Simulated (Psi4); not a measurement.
**BH2F (SMILES [H]B([H])F): wB97M-V/def2-TZVPPD**

What is the vertical electron affinity of BH2F at wB97M-V/def2-TZVPPD? Input form: a QCSchema input.

The results are computed with Psi4 1.11.

**1. The structure to begin with**

The species is BH2F (4 atoms), meant as a singlet with charge 0. SMILES: `[H]B([H])F`. The shape is that of a GFN2-xTB optimisation.

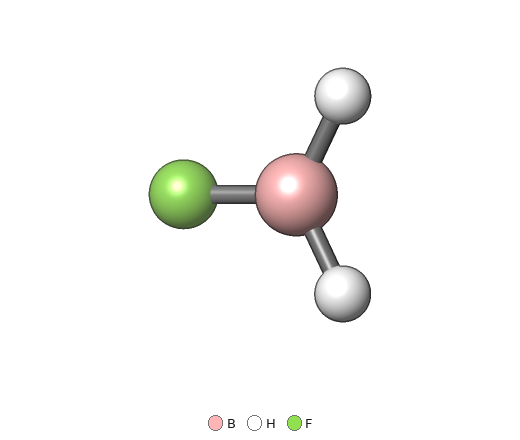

The structure, seen from a chosen angle (boron pink, hydrogen white, fluorine green).

**2. The energy at wB97M-V/def2-TZVPPD**

Input file job.json:

```json
{
 "schema_name": "qcschema_input",
 "schema_version": 1,
 "molecule": {
  "schema_name": "qcschema_molecule",
  "schema_version": 2,
  "symbols": ["B", "H", "H", "F"],
  "geometry": [0.05667289, 0.09297453, 0.00113384, 2.26468558, -0.064194, 0.02953642, -1.09277193, 1.98455258, -0.03675517, -1.22858654, -2.01331421, 0.00610382],
  "molecular_charge": 0,
  "molecular_multiplicity": 1,
  "fix_symmetry": "c1",
  "fix_com": true,
  "fix_orientation": true
 },
 "driver": "energy",
 "model": {
  "method": "wb97m-v",
  "basis": "def2-TZVPPD"
 },
 "keywords": {
  "reference": "rks",
  "puream": true,
  "e_convergence": 1e-09,
  "d_convergence": 1e-08,
  "scf_type": "pk",
  "dft_radial_points": 99,
  "dft_spherical_points": 590
 }
}
```

Launch:

```sh
$ psi4 --qcschema job.json -n 1 --memory 1600MB
```

stdout:

```text
[...]
  Running in c1 symmetry.
[...]
  Nuclear repulsion =   27.508348183973229
[...]
  Multiplicity = 1
[...]
  Nalpha       = 8
  Nbeta        = 8
[...]
    Number of basis functions: 111
[...]
   @RKS iter   1:  -125.90350929682467   -6.56233e-01   2.79034e-03 DIIS/ADIIS
[...]
   @RKS iter   9:  -125.93420716927125   -2.49969e-11   9.17107e-09 DIIS
[...]
    Orbital Energies [Eh]
    ---------------------
    Doubly Occupied:
       1A    -24.922964     2A     -6.956651     3A     -1.362734
       4A     -0.688068     5A     -0.602263     6A     -0.582915
       7A     -0.561030     8A     -0.432600
[...]
  @RKS Final Energy:  -125.93420716927125
   => Energetics <=
    Nuclear Repulsion Energy =             27.5083481839732293
    One-Electron Energy =                -227.8317607550716275
    Two-Electron Energy =                  85.2836179016020850
    DFT Exchange-Correlation Energy =     -10.9618947594463574
    Empirical Dispersion Energy =           0.0000000000000000
    VV10 Nonlocal Energy =                  0.0674822596714156
    Total Energy =                       -125.9342071692712466
[...]
 Multipole Moments:
 ------------------------------------------------------------------------------------
     Multipole            Electronic (a.u.)      Nuclear  (a.u.)        Total (a.u.)
 ------------------------------------------------------------------------------------
 L = 1.  Multiply by 2.5417464519 to convert [e a0] to [Debye]
 Dipole X            :          9.7492484           -9.6020008            0.1472477
 Dipole Y            :         15.9759911          -15.7345967            0.2413945
 Dipole Z            :         -0.0531234            0.0533848            0.0002615
 Magnitude           :                                                    0.2827600
[...]
```

The result, in JSON:

```text
{
 "driver": "energy",
 "model": {
  "method": "wb97m-v",
  "basis": "def2-TZVPPD"
 },
 "success": true,
 "return_result": -125.93420716927125,
 "properties": {
  "calcinfo_nbasis": 111,
  "calcinfo_nmo": 111,
  "calcinfo_nalpha": 8,
  "calcinfo_nbeta": 8,
  "calcinfo_natom": 4,
  "nuclear_repulsion_energy": 27.50834818397323,
  "return_energy": -125.93420716927125,
  "scf_one_electron_energy": -227.83176075507163,
  "scf_two_electron_energy": 85.28361790160208,
  "scf_vv10_energy": 0.06748225967141563,
  "scf_xc_energy": -10.961894759446357,
  "scf_dipole_moment": [0.14724765126511663, 0.241394486188101, 0.0002614709484864558],
  "scf_total_energy": -125.93420716927125,
  "scf_iterations": 9
 }
}
```

It took 32 s on 1 thread of Intel Xeon 6975P-C (Granite Rapids), shared host; peak memory 0.77 GiB.

**3. The doublet anion, same level**

Input file bfh2.json:

```json
{
 "schema_name": "qcschema_input",
 "schema_version": 1,
 "molecule": {
  "schema_name": "qcschema_molecule",
  "schema_version": 2,
  "symbols": ["B", "H", "H", "F"],
  "geometry": [0.05667289, 0.09297453, 0.00113384, 2.26468558, -0.064194, 0.02953642, -1.09277193, 1.98455258, -0.03675517, -1.22858654, -2.01331421, 0.00610382],
  "molecular_charge": -1,
  "molecular_multiplicity": 2,
  "fix_symmetry": "c1",
  "fix_com": true,
  "fix_orientation": true
 },
 "driver": "energy",
 "model": {
  "method": "wb97m-v",
  "basis": "def2-TZVPPD"
 },
 "keywords": {
  "reference": "uks",
  "puream": true,
  "e_convergence": 1e-09,
  "d_convergence": 1e-08,
  "scf_type": "pk",
  "dft_radial_points": 99,
  "dft_spherical_points": 590,
  "maxiter": 200
 }
}
```

Launch:

```sh
$ psi4 --qcschema bfh2.json -n 1 --memory 1600MB
```

stdout:

```text
[...]
  Running in c1 symmetry.
[...]
  Nuclear repulsion =   27.508348183973229
[...]
  Multiplicity = 2
[...]
  Nalpha       = 9
  Nbeta        = 8
[...]
    Number of basis functions: 111
[...]
   @UKS iter   1:  -125.76201094098735   -5.14735e-01   4.36378e-03 DIIS/ADIIS
[...]
   @UKS iter  17:  -125.89424630701399   -2.36042e-11   5.91128e-09 DIIS
[...]
   @S^2 Observed:                7.516015719E-01
[...]
    Orbital Energies [Eh]
    ---------------------
    Alpha Occupied:
       1A    -24.658056     2A     -6.654794     3A     -1.106255
       4A     -0.434760     5A     -0.348381     6A     -0.338386
       7A     -0.300332     8A     -0.173390     9A      0.049589
    Alpha Virtual:
      10A      0.165654    11A      0.222710    12A      0.259341
      13A      0.278284    14A      0.296056    15A      0.301062
      16A      0.307510    17A      0.308846    18A      0.353557
      19A      0.359429    20A      0.365004    21A      0.388529
      22A      0.450261    23A      0.472132    24A      0.491339
      25A      0.504353    26A      0.517502    27A      0.548919
[...]
  @UKS Final Energy:  -125.89424630701399
   => Energetics <=
    Nuclear Repulsion Energy =             27.5083481839732293
    One-Electron Energy =                -232.0113308556925062
    Two-Electron Energy =                  89.5838542722787849
    DFT Exchange-Correlation Energy =     -11.0451553468645276
    Empirical Dispersion Energy =           0.0000000000000000
    VV10 Nonlocal Energy =                  0.0700374392910433
    Total Energy =                       -125.8942463070139866
[...]
 Multipole Moments:
 ------------------------------------------------------------------------------------
     Multipole            Electronic (a.u.)      Nuclear  (a.u.)        Total (a.u.)
 ------------------------------------------------------------------------------------
 L = 1.  Multiply by 2.5417464519 to convert [e a0] to [Debye]
 Dipole X            :          9.4608503           -9.6020008           -0.1411505
 Dipole Y            :         15.5040378          -15.7345967           -0.2305589
 Dipole Z            :         -0.0298446            0.0533848            0.0235403
 Magnitude           :                                                    0.2713577
[...]
```

The result, in JSON:

```text
{
 "driver": "energy",
 "model": {
  "method": "wb97m-v",
  "basis": "def2-TZVPPD"
 },
 "success": true,
 "return_result": -125.89424630701399,
 "properties": {
  "calcinfo_nbasis": 111,
  "calcinfo_nmo": 111,
  "calcinfo_nalpha": 9,
  "calcinfo_nbeta": 8,
  "calcinfo_natom": 4,
  "nuclear_repulsion_energy": 27.50834818397323,
  "return_energy": -125.89424630701399,
  "scf_one_electron_energy": -232.0113308556925,
  "scf_two_electron_energy": 89.58385427227878,
  "scf_vv10_energy": 0.07003743929104327,
  "scf_xc_energy": -11.045155346864528,
  "scf_dipole_moment": [-0.1411505004494007, -0.23055888264076607, 0.02354027086565457],
  "scf_total_energy": -125.89424630701399,
  "scf_iterations": 17
 }
}
```

Wall time 70 s (1 thread of Intel Xeon 6975P-C (Granite Rapids), shared host); peak memory 0.77 GiB.

**4. Outcome**

At wB97M-V/def2-TZVPPD:

```
                                         quantity          value
                       singlet BH2F: total energy  -125.93421 Eh
                      singlet BH2F: dipole moment         0.72 D
                        singlet BH2F: HOMO energy      -11.77 eV
                        singlet BH2F: LUMO energy        0.74 eV
                      singlet BH2F: HOMO–LUMO gap       12.51 eV
                      doublet anion: total energy  -125.89425 Eh
doublet anion: HOMO energy (highest over α and β)        1.35 eV
 doublet anion: LUMO energy (lowest over α and β)        4.50 eV
                              doublet anion: ⟨S²⟩          0.752
vertical electron affinity (to the doublet anion)      -1.087 eV
```

What this shows: The anion lies 1.09 eV (105 kJ/mol) above the neutral: the electron isn't bound at this level, and such a value depends on the basis. The HOMO (doublet anion) lies at positive energy, 1.35 eV; only total energies tell whether the electron is bound.
